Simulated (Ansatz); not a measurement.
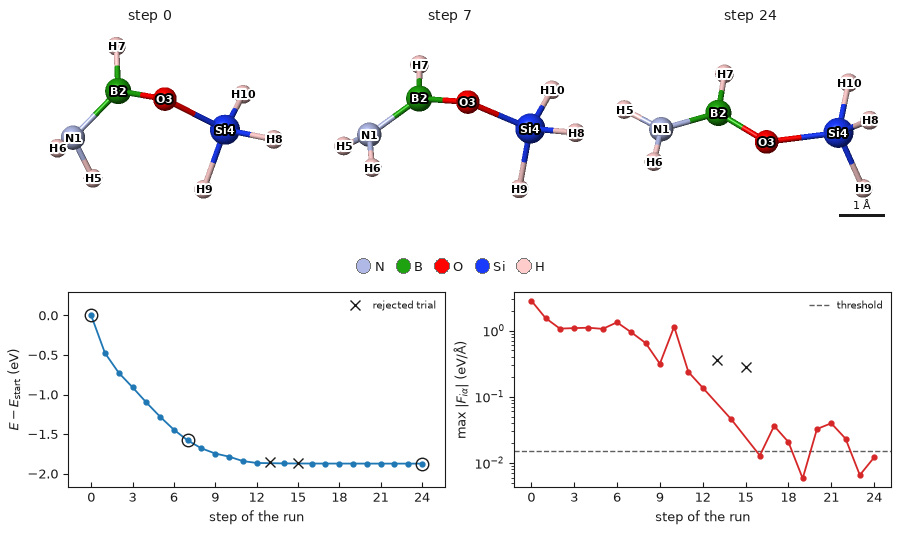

Frames of a relaxation of BSiNH$_{6}$O, marked on the history of the run. A ball-and-stick model, seen at a tilt.

The run prepares an end point of a later path (inversion) calculation, from a guessed geometry.

Level of theory: RKS PBE0-D4/6-31G* (Ansatz). Set-up: no spin polarisation; force threshold 0.015 eV/Å; at most 40 steps.

What happens along the run?

Over 22 accepted moves (24 points after the start) the energy falls by 1.872 eV. The largest force component goes from 2.8 to 0.012 eV/Å. The line search rejected the trial steps at points 13, 15 of the run. The forces were under the threshold at step 16, but the run went on from there. The atom that moves furthest after the best rigid fit is H5 (2.22 Å). By element the largest moves are H 2.22 Å, O 1.13 Å, B 0.52 Å, N 0.51 Å, Si 0.31 Å. Near-neighbour distances that change, for instance: N1–H6 1.116 → 1.009 Å, O3–Si4 1.752 → 1.656 Å, Si4–H10 1.397 → 1.491 Å, B2–O3 1.445 → 1.375 Å. Among the angles between lasting bonds that change: B2–O3–Si4 105.9° → 130.0°, B2–N1–H6 107.0° → 122.6°, B2–N1–H5 110.2° → 122.8°. Groups turn about B2–O3 by about 85°, O3–Si4 by about 55°. From step 0 to 7: H5 moves most (1.34 Å), energy −1.579 eV. From step 7 to 24: H9 moves most (1.02 Å), energy −0.293 eV.

| step | E − E(0), eV | largest force component, eV/Å | note |
| --- | --- | --- | --- |
| 0 | 0.0000 | 2.8337 |  |
| 1 | -0.4750 | 1.5454 |  |
| 2 | -0.7248 | 1.0710 |  |
| 3 | -0.9075 | 1.0891 |  |
| 4 | -1.0989 | 1.1041 |  |
| 5 | -1.2797 | 1.0609 |  |
| 6 | -1.4435 | 1.3325 |  |
| 7 | -1.5790 | 0.9406 |  |
| 8 | -1.6790 | 0.6498 |  |
| 9 | -1.7445 | 0.3149 |  |
| 10 | -1.7842 | 1.1443 |  |
| 11 | -1.8398 | 0.2364 |  |
| 12 | -1.8638 | 0.1372 |  |
| 13 | -1.8477 | 0.3622 | rejected |
| 14 | -1.8696 | 0.0456 |  |
| 15 | -1.8622 | 0.2767 | rejected |
| 16 | -1.8711 | 0.0129 |  |
| 17 | -1.8716 | 0.0362 |  |
| 18 | -1.8717 | 0.0207 |  |
| 19 | -1.8718 | 0.0058 |  |
| 20 | -1.8720 | 0.0326 |  |
| 21 | -1.8721 | 0.0397 |  |
| 22 | -1.8722 | 0.0233 |  |
| 23 | -1.8722 | 0.0066 |  |
| 24 | -1.8723 | 0.0121 |  |
